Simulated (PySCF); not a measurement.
# H8NPSSi2: the cost of one run

Programs: PySCF 2.14.0, with density-fitted response routines of our own. Each step states its level of theory. These are calculated values for one molecule in the gas phase, unless marked as measured. Atoms count from 0, in the outputs and in this text.

## (1) The molecule as given

13 atoms, charge 0, multiplicity 1; geometry from: GFN2-xTB. The atoms were then displaced at random by about 0.01 Å, so the start is not that level's minimum.

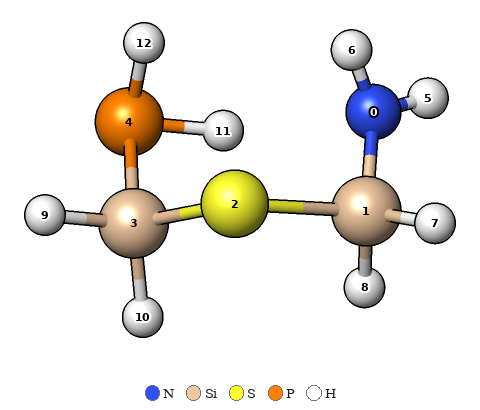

As it starts; nitrogen blue, silicon light orange, sulfur yellow, phosphorus orange, hydrogen white, atoms numbered; sticks join atoms by distance.

## (2) Geometry optimisation at PBE0-D3(BJ)/def2-SVP

The job: settings as JSON, then the geometry in Å.

```
{"job": {"xc": "PBE0", "basis": "def2-SVP", "d3": "d3bj", "grid": 1, "shake": 0.01, "kind": "geom"}, "charge": 0, "multiplicity": 1}
N      1.592820     0.792580    -0.561940
Si     1.610110    -0.572880     0.448600
S     -0.073790    -0.348920     1.791900
Si    -1.754100    -0.664180     0.572050
P     -2.061760     0.695830    -1.190250
H      2.270430     0.932060    -1.282760
H      1.371730     1.710650    -0.149030
H      2.753830    -0.718720     1.361360
H      1.407580    -1.712720    -0.400250
H     -2.878130    -0.463160     1.530820
H     -1.746500    -2.039830     0.078670
H     -0.786040     0.511540    -1.690280
H     -1.700360     1.860870    -0.519220
```

The run is started by

```sh
OMP_NUM_THREADS=1 python probes_run.py task.json out
```

One launch serves the whole session: the jobs run in the order shown.

Q: Estimate the wall time and peak memory of this first job on 1 thread of Arm Neoverse V2, shared host.

About 2 min, with a peak of 0.55 GiB.
